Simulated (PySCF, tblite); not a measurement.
# CH₇OSi₂ radical: geometry, infrared bands and EPR parameters

Wanted: the infrared bands and EPR parameters of CH₇OSi₂ radical (`CO[SiH][SiH3]`), by calculation.

The runs use tblite 0.8.0 and PySCF 2.14.0, with density-fitted response routines of our own; the level of theory stands in each step. All values are computed, except where a source is named. Atoms are numbered from 0 throughout.

## Step 1: The molecule as given

11 atoms, charge 0, multiplicity 2; geometry from: force field or distance geometry start.

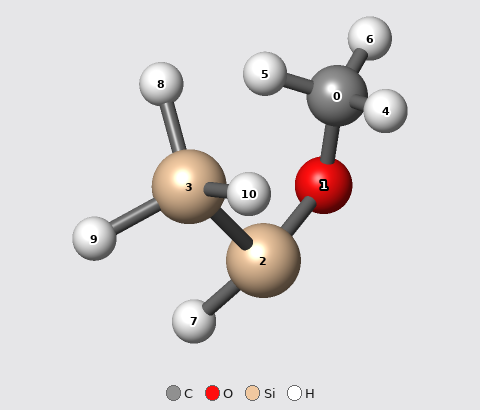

As it starts; carbon grey, oxygen red, silicon light orange, hydrogen white, atoms numbered; sticks join atoms by distance.

## Step 2: Geometry optimisation with GFN2-xTB

What the job is given:

```
{"job": {"kind": "relax", "xc": "GFN2-xTB", "basis": "xTB"}, "charge": 0, "multiplicity": 2}
C     -1.625900     0.226000     0.274400
O     -1.469300    -0.913000    -0.512300
Si     0.140500    -0.911800    -1.062400
Si     1.525600     0.375300     0.057600
H     -1.481900     1.082200    -0.393800
H     -0.809000     0.216500     1.002900
H     -2.614000     0.283500     0.762900
H      0.641700    -2.272900    -1.098900
H      1.144300     0.655500     1.442500
H      2.807600    -0.363500     0.165100
H      1.745800     1.624900    -0.664000
```

The run is started by

```bash
> OMP_NUM_THREADS=1 python probes_run.py task.json out
```

The driver reads the jobs from task.json and runs them one after another.

**Question.** This job is followed by: GFN2-xTB harmonic vibrations, gas phase; UKS B3LYP, pcH-1 on C H O Si, non-relativistic, mean-field spin-orbit, GIAO. What will the session give for the following? strongest single infrared mode (GFN2-xTB); zero-point energy (GFN2-xTB); g(iso) (B3LYP); ⟨S²⟩; largest a(iso) (averaged by class); surface potential, least and greatest.

The runs gave:

```
                                 quantity                    value
strongest single infrared mode (GFN2-xTB)     808 cm⁻¹, 429 km/mol
             zero-point energy (GFN2-xTB)            45.4 kcal/mol
                           g(iso) (B3LYP)                  2.00319
                                     ⟨S²⟩       0.752 (exact 0.75)
       largest a(iso) (averaged by class)  29Si on Si2, -410.0 MHz
    surface potential, least and greatest       -1.19 V and 1.14 V
```

In words: Relaxing lowered the energy by 0.740 eV in 96 steps; the close pair that moved most is Si2–Si3, from 2.198 to 2.285 Å. No mode is imaginary among the 27: a minimum at this level. The strongest single mode, at 808 cm⁻¹, is spread over several atoms, H9, H8, H10 among them. GFN2-xTB is a fitted tight-binding method: band positions and strengths are rough. Its intensities can rank the bands wrongly. Most of the unpaired spin sits on Si2 (0.78 e). The isotropic g lies 0.9 ppt above the free-electron value.
